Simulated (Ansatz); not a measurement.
Molecule (SMILES): [O+](=O)[O-].
Atoms: O1, O2, O3. Bonds: O1-O2, O2-O3.

Basis-set convergence of the harmonic zero-point energy at HF with Ansatz (a first-principles code). Each level at its own minimum, finite differences of forces, unscaled; the reference is a large set that could be run, not a limit. Cartesian d functions, on some or all atoms, in 6-31G**; all else is spherical. The program fits the integrals of some runs and decomposes those of others, by size. The T1 diagnostic of CCSD is high for at least one species. A restricted Hartree-Fock determinant is unstable towards unrestricted orbitals. No added dispersion term, no relativity. Reference: the value in def2-QZVPP, 5.47 kcal/mol, itself unsure by roughly 0.02 kcal/mol (its mean distance from cc-pVQZ, aug-pcseg-2, aug-cc-pVTZ). Deviations are taken from unrounded values.

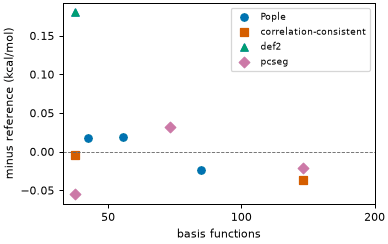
Deviation from the reference against the number of basis functions, by family of sets.

```json
[
 {"basis": "cc-pVDZ", "functions": "42", "harmonic zero-point energy (kcal/mol)": "5.47", "minus reference (kcal/mol)": "-0.01"},
 {"basis": "def2-SVP", "functions": "42", "harmonic zero-point energy (kcal/mol)": "5.65", "minus reference (kcal/mol)": "0.18"},
 {"basis": "pcseg-1", "functions": "42", "harmonic zero-point energy (kcal/mol)": "5.42", "minus reference (kcal/mol)": "-0.06"},
 {"basis": "6-31G**", "functions": "45", "harmonic zero-point energy (kcal/mol)": "5.49", "minus reference (kcal/mol)": "0.02"},
 {"basis": "6-311G**", "functions": "54", "harmonic zero-point energy (kcal/mol)": "5.49", "minus reference (kcal/mol)": "0.02"},
 {"basis": "aug-pcseg-1", "functions": "69", "harmonic zero-point energy (kcal/mol)": "5.50", "minus reference (kcal/mol)": "0.03"},
 {"basis": "6-311++G(2d,2p)", "functions": "81", "harmonic zero-point energy (kcal/mol)": "5.45", "minus reference (kcal/mol)": "-0.02"},
 {"basis": "aug-cc-pVTZ", "functions": "138", "harmonic zero-point energy (kcal/mol)": "5.44", "minus reference (kcal/mol)": "-0.04"},
 {"basis": "aug-pcseg-2", "functions": "138", "harmonic zero-point energy (kcal/mol)": "5.45", "minus reference (kcal/mol)": "-0.02"}
]
```
